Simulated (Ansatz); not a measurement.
## Electronic structure of AlClH₅O₂Si (doublet) in real space

Input

```
crystal:
  periodic: [false, false, false]
  atoms:
    - {symbol: Al, position_ang: [-0.993352, 0.700204, 0.966325]}
    - {symbol: O, position_ang: [0.136820, 0.274190, -0.255614]}
    - {symbol: Si, position_ang: [0.611328, 0.201662, -1.809039]}
    - {symbol: Cl, position_ang: [-2.931630, -0.170777, 0.808948]}
    - {symbol: H, position_ang: [0.785499, -0.759589, 1.816635]}
    - {symbol: O, position_ang: [-0.054395, -0.529280, 2.238834]}
    - {symbol: H, position_ang: [2.049619, -0.181908, -1.860384]}
    - {symbol: H, position_ang: [0.452913, 1.519374, -2.483318]}
    - {symbol: H, position_ang: [-0.171864, -0.812747, -2.564840]}
    - {symbol: H, position_ang: [0.115162, -0.241028, 3.142453]}
basis:
  gaussian: {orbitals: def2-TZVPP}
magnetization: {spin_polarized: true, initial_magnetization: 1}
hamiltonian: {xc: pbe0, dispersion: d4}
output: {orbitals: {seedname: orbitals}}
```

Run with:

```sh
ansatz run in.yaml --threads 4 --pin off --events-out ev --progress --plain --max-ram 66560MiB --backend cpu
```

The reactant side of a reaction path; geometry: PBE0-D4/def2-TZVP; a saddle point, not a minimum.

Level of theory: UKS PBE0-D4/def2-TZVPP (Ansatz).

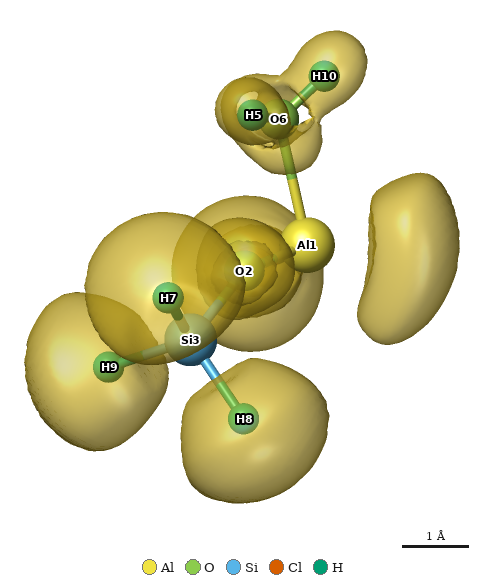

Figure 1. Isosurface of the electron localisation function at 0.8 (yellow), seen at an oblique angle. Core shells and regions of very low density are left out.

> Where are the electrons localised?

The ELF exceeds this value in three regions around hydrogen nuclei, one lobe on Al, pointing away from the bonds (non-bonding electrons), one region wrapped around Cl (its valence shell), one region wrapped around O (its valence shell) and one joined region spread over several atoms (H, O), in which their bonds and any lone pairs are merged. Along the contacts the grid gives the following. Si–O (1.63 Å): the ELF peaks at about 0.85 between the atoms (a polar covalent bond). Al–O (1.72 Å): the ELF peaks at about 0.85 in the valence shell of O, 0.6 Å from its nucleus, and is about 0.45 at the midpoint.

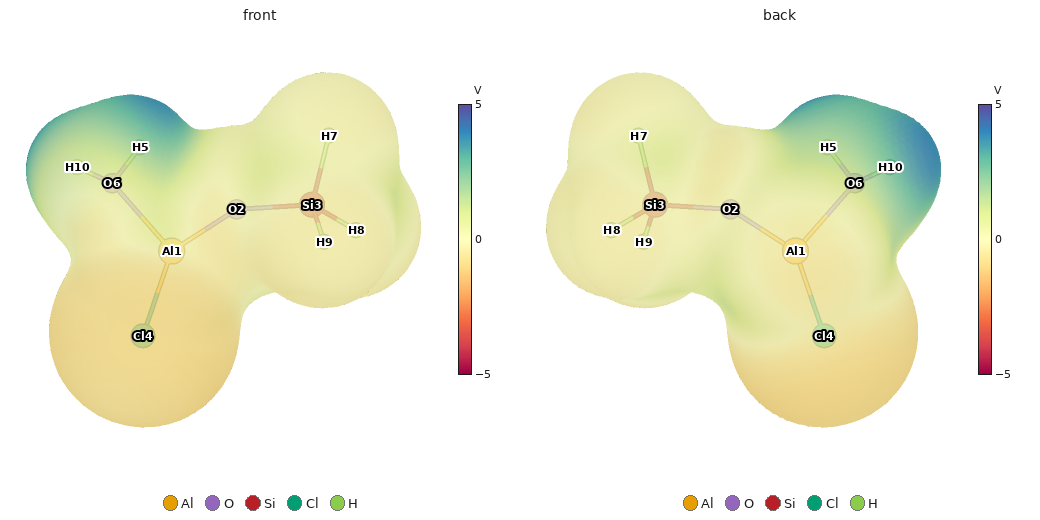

Figure 2. The electrostatic potential painted on the density surface at 0.002 e/bohr³, seen from the front and from behind; red is negative and blue positive.

> Which sites attract a positive test charge, and which a negative one?

A positive charge is drawn to the negative regions and a negative charge to the positive ones. The most negative region (about −1.0 V) lies over Cl4, the most positive (about +4.0 V) over H10.

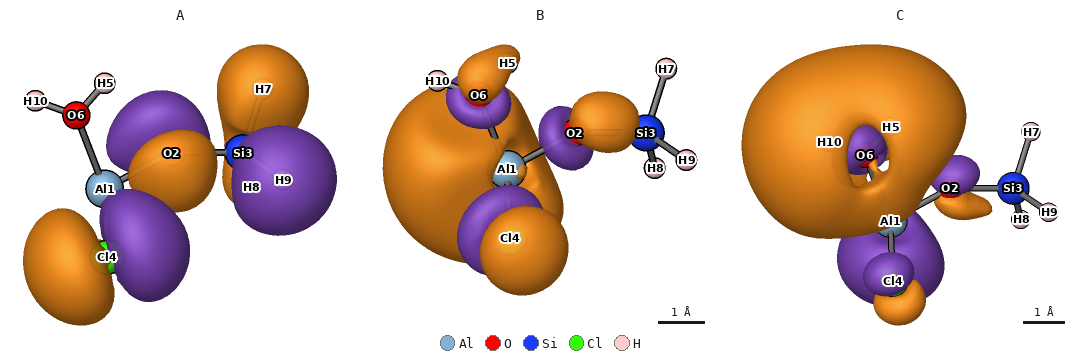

Figure 3. Three frontier orbitals at ±0.06 Å⁻³ᐟ² (orange and purple are the two phases), in no order.

> Order the three orbitals by energy and name them. All are α orbitals.

A is the HOMO−1 (α) (−8.41 eV). By Hirshfeld shares it lies mainly on Cl4 (about 40 %), O2 (about 25 %), Si3 (about 15 %), H9 (about 10 %) and H7 (about 5 %). B is the HOMO (α) (−5.32 eV). It lies mainly on Al1 (about 75 %) and Cl4 (about 10 %). C is the LUMO (α) (−0.64 eV). Its weight (Hirshfeld) is mainly on H10 (about 30 %), Al1 (about 25 %), H5 (about 20 %) and O6 (about 15 %).

> What is the gap between the highest occupied and lowest empty α orbitals?

4.68 eV between the orbital energies.

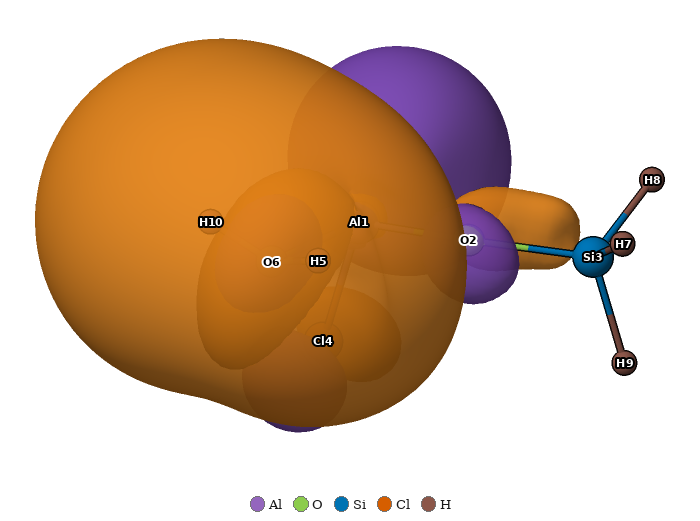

Figure 4. The LUMO (α) at ±0.05 Å⁻³ᐟ² (orange and purple are the two phases), seen from one side.

> What is the character of this orbital?

Its weight (Hirshfeld) is mainly on H10 (about 30 %), Al1 (about 25 %), H5 (about 20 %) and O6 (about 15 %). Its energy is −0.64 eV.
